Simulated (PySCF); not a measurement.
Molecule: SMILES FB(F)[SeH]. Atoms near the plane z = 0.8 Å, at the PBE0/def2-SVP optimised geometry (x, y, z in Å): B1 (-0.7, 0.2, 0.0), F2 (-1.3, 1.3, 0.0), F3 (-1.4, -1.0, 0.0), Se4 (1.3, 0.2, 0.0), H5 (1.4, -1.3, 0.0).

Calculation: PBE0/def2-TZVP (PySCF). The values are rescaled to run from 0 to 1.

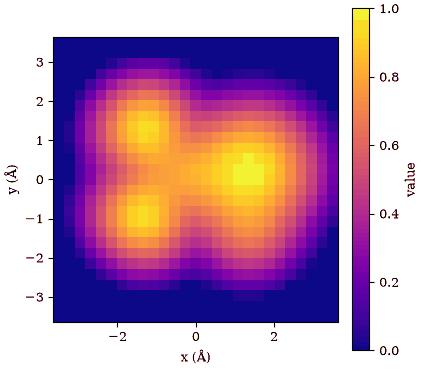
*a field on the plane z = 0.8 Å.*

Q: Which quantity is mapped?
A. Laplacian of the electron density
B. electrostatic potential
C. log10 of the electron density
D. electron localisation function

A: C, log10 of the electron density. In full: log10 of the electron density (e/bohr³), floored at −4.
